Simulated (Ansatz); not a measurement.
Consider ZnS in the zinc blende structure (space group F-43m, No. 216; a = 5.357 Å).

It is then changed as follows: cell and atoms relaxed at a pressure of 30 GPa.

Level of theory: Kohn–Sham DFT with the PBEsol functional, run in Ansatz (a quantum-chemistry and plane-wave program) with PAW and 420 eV plane waves, scalar-relativistic without spin-orbit coupling.

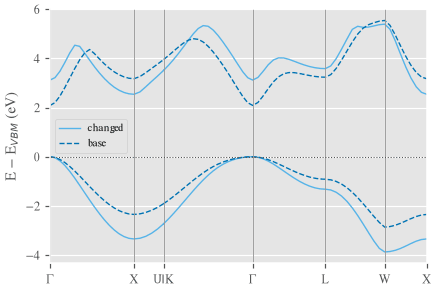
Fig. 1. Highest valence and lowest conduction band along the path, each from its own valence-band maximum

Problem. From the figure, how large is the changed gap, and is it direct?

Solution. About 2.5 eV, indirect, Γ → X.

Load acts through the strain it causes; cell and atoms are relaxed under it. No phonon test of stability was made. Measured, ZnS leaves this structure (for rock salt) near 14.7 GPa (temperature not stated; as listed in Datta, Sujoy, Jana, Debnarayan, arXiv (2020)), on rising pressure, with hysteresis.
